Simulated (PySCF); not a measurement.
# One shape, several levels: C4H7N (SMILES C=C/N=C\C)

We compute a comparison of 6 runs (HF/STO-3G, HF/3-21G, HF/def2-SVP, B3LYP/6-31G*, PBE0/def2-SVP) of C4H7N. 

The calculation is run with PySCF 2.14.0.

**1. The structure to begin with**

C4H7N: 12 atoms, total charge 0, spin state singlet. SMILES: `C=C/N=C\C`. The shape is that of a GFN2-xTB optimisation. This is one conformer, not always the lowest.

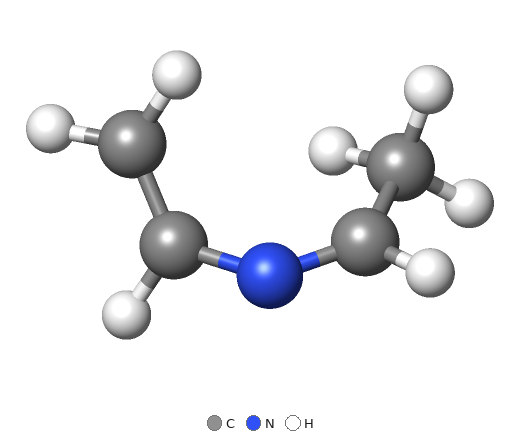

The structure, seen from a chosen angle (carbon grey, nitrogen blue, hydrogen white).

**2. Energy and forces at HF/STO-3G (run 1)**

input.py

```python
import pyscf.grad
from pyscf import gto, scf

mol = gto.M(
    atom='''
C     -1.856080     0.382890    -0.066260
C     -1.217810    -0.697220     0.373520
N     -0.046410    -0.701470     1.087460
C      1.071100    -0.259850     0.722210
C      1.454310     0.284830    -0.616440
H     -2.842800     0.316940    -0.487450
H     -1.430940     1.367100     0.035200
H     -1.675200    -1.678360     0.320730
H      1.865360    -0.303900     1.462910
H      1.665080     1.350040    -0.525090
H      0.652410     0.142710    -1.337410
H      2.360970    -0.203710    -0.969380
''',
    basis='sto-3g',
    verbose=4,
    max_memory=1860,
    spin=0,
    charge=0,
)

mf = scf.RHF(mol)
mf.conv_tol = 1e-10
mf.kernel()
if not mf.converged:
    mf = mf.newton().run(mf.mo_coeff, mf.mo_occ)

e_tot = mf.e_tot
print('E(%s) = %.9f' % ('HF', e_tot))
grad = mf.Gradients().kernel()
mf.analyze()
```

Run with:

```bash
$ OMP_NUM_THREADS=1 python input.py
```

The log of the run:

```text
PySCF version 2.14.0

[... 86 lines left out ...]
One-electron Energy =                 -603.121132770638610
[... 6 lines left out ...]
MO #2   energy= -11.0913284878049  occ= 2
[... 4 lines left out ...]
MO #7   energy= -0.993084690384032 occ= 2
[... 4 lines left out ...]
MO #12  energy= -0.599844911164494 occ= 2
[... 4 lines left out ...]
MO #17  energy= -0.405609453002138 occ= 2
[... 4 lines left out ...]
MO #22  energy= 0.609492878164071  occ= 0
[... 4 lines left out ...]
MO #27  energy= 0.713671761437286  occ= 0
[... 4 lines left out ...]
MO #32  energy= 1.1008103652091    occ= 0
[... 47 lines left out ...]
Dipole moment(X, Y, Z, Debye):  0.69473,  0.50563, -1.29503
```

Wall time 2 s (1 thread of Intel Xeon at 2.70GHz, shared host); peak memory 0.12 GiB.

**3. Energy and gradient at HF/3-21G (run 2)**

run.py

```python
import pyscf.grad
from pyscf import gto, scf

mol = gto.Mole()
mol.atom = [
    ('C', (-1.856080, 0.382890, -0.066260)),
    ('C', (-1.217810, -0.697220, 0.373520)),
    ('N', (-0.046410, -0.701470, 1.087460)),
    ('C', (1.071100, -0.259850, 0.722210)),
    ('C', (1.454310, 0.284830, -0.616440)),
    ('H', (-2.842800, 0.316940, -0.487450)),
    ('H', (-1.430940, 1.367100, 0.035200)),
    ('H', (-1.675200, -1.678360, 0.320730)),
    ('H', (1.865360, -0.303900, 1.462910)),
    ('H', (1.665080, 1.350040, -0.525090)),
    ('H', (0.652410, 0.142710, -1.337410)),
    ('H', (2.360970, -0.203710, -0.969380)),
]
mol.max_memory = 1860
mol.basis = '3-21g'
mol.charge = 0
mol.verbose = 3
mol.build()

hf = scf.RHF(mol)
hf.conv_tol = 1e-10
hf.kernel()
if not hf.converged:
    hf = hf.newton().run(hf.mo_coeff, hf.mo_occ)

e_tot = hf.e_tot
print('E = %.10f Eh' % e_tot)
grad = hf.Gradients().kernel()
hf.analyze()
```

Run with:

```bash
$ OMP_NUM_THREADS=1 python run.py
```

The log of the run:

```text
converged SCF energy = -208.76986761669
[... 12 lines left out ...]
MO #3   energy= -11.2097708620462  occ= 2
[... 6 lines left out ...]
MO #10  energy= -0.734953699132798 occ= 2
[... 6 lines left out ...]
MO #17  energy= -0.455849552837    occ= 2
[... 6 lines left out ...]
MO #24  energy= 0.31971735197706   occ= 0
[... 6 lines left out ...]
MO #31  energy= 0.585135241575734  occ= 0
[... 6 lines left out ...]
MO #38  energy= 1.05341484728817   occ= 0
[... 6 lines left out ...]
MO #45  energy= 1.30793888050076   occ= 0
[... 6 lines left out ...]
MO #52  energy= 1.60515701338746   occ= 0
[... 6 lines left out ...]
MO #59  energy= 2.98201343823827   occ= 0
[... 13 lines left out ...]
Dipole moment(X, Y, Z, Debye):  1.03907,  0.61729, -1.59645
```

Wall time 2.4 s (1 thread of Intel Xeon at 2.70GHz, shared host); peak memory 0.13 GiB.

Runs 3 to 5 aren't shown in full; the table further down has their settings and results.

**4. Energy and forces at PBE0/def2-SVP (run 6)**

run.py

```python
from pyscf import gto, dft

system = gto.M(
    atom='''
C       -1.856080       0.382890      -0.066260
C       -1.217810      -0.697220       0.373520
N       -0.046410      -0.701470       1.087460
C        1.071100      -0.259850       0.722210
C        1.454310       0.284830      -0.616440
H       -2.842800       0.316940      -0.487450
H       -1.430940       1.367100       0.035200
H       -1.675200      -1.678360       0.320730
H        1.865360      -0.303900       1.462910
H        1.665080       1.350040      -0.525090
H        0.652410       0.142710      -1.337410
H        2.360970      -0.203710      -0.969380
''',
    charge=0,
    verbose=3,
    basis='def2-svp',
    spin=0,
    max_memory=1860,
)

mf = dft.RKS(system, xc='pbe0')
mf.conv_tol = 1e-10
mf.grids.level = 5
mf.kernel()
if not mf.converged:
    mf = mf.newton().run(mf.mo_coeff, mf.mo_occ)

e_tot = mf.e_tot
print(f'total energy: {e_tot:.8f} hartree')
grad = mf.nuc_grad_method().kernel()
mf.analyze()
```

Run with:

```bash
$ OMP_NUM_THREADS=1 python run.py
```

The log of the run:

```text
converged SCF energy = -210.929941489744
[... 10 lines left out ...]
MO #1   energy= -14.3875560165344  occ= 2
[... 12 lines left out ...]
MO #14  energy= -0.440912402749455 occ= 2
[... 12 lines left out ...]
MO #27  energy= 0.155946149516755  occ= 0
[... 12 lines left out ...]
MO #40  energy= 0.570765195655126  occ= 0
[... 12 lines left out ...]
MO #53  energy= 0.849451190900001  occ= 0
[... 12 lines left out ...]
MO #66  energy= 1.54932804382343   occ= 0
[... 12 lines left out ...]
MO #79  energy= 1.94383549349706   occ= 0
[... 12 lines left out ...]
MO #92  energy= 2.50502139976177   occ= 0
[... 12 lines left out ...]
MO #105 energy= 3.5434630888596    occ= 0
[... 13 lines left out ...]
Dipole moment(X, Y, Z, Debye):  1.12787,  0.53116, -1.26648
```

Wall time 52 s (1 thread of Intel Xeon at 2.70GHz, shared host); peak memory 1.1 GiB.

**5. The series**

```csv
run,level,integration grid,Cartesian functions,energy (Eh),dipole moment (D),HOMO energy (eV),LUMO energy (eV),wall time
1,HF/STO-3G,–,no,-207.342911,1.55,-7.28,7.19,2 s
2,HF/3-21G,–,no,-208.769868,2.00,-8.87,4.04,2.4 s
3,HF/def2-SVP,–,no,-209.792233,2.00,-9.00,3.80,22 s
4,B3LYP/6-31G* (spherical functions),5,no,-211.339298,1.68,-5.87,-0.29,41 s
5,B3LYP/6-31G* (Cartesian functions),5,yes,-211.343749,1.69,-5.87,-0.29,42 s
6,PBE0/def2-SVP,5,no,-210.929941,1.78,-6.31,-0.34,52 s
```

**6. What came out**

```
                       quantity          value
            run 6: total energy  -210.92994 Eh
           run 6: dipole moment         1.78 D
             run 6: HOMO energy       -6.31 eV
             run 6: LUMO energy       -0.34 eV
           run 6: HOMO–LUMO gap        5.96 eV
run 6: largest force on an atom     0.880 eV/Å
```

**Reading.** The dipole moment (its size) runs from 1.55 D (HF/STO-3G) to 2.00 D (HF/3-21G). The HOMO–LUMO gap runs from 5.58 eV (B3LYP/6-31G*) to 14.47 eV (HF/STO-3G). The two ends differ in method and basis. Totals of different functionals can't be ranked against each other. In run 1 the basis is minimal, so the values are rough. All runs together took 2.7 min, the longest 52 s.
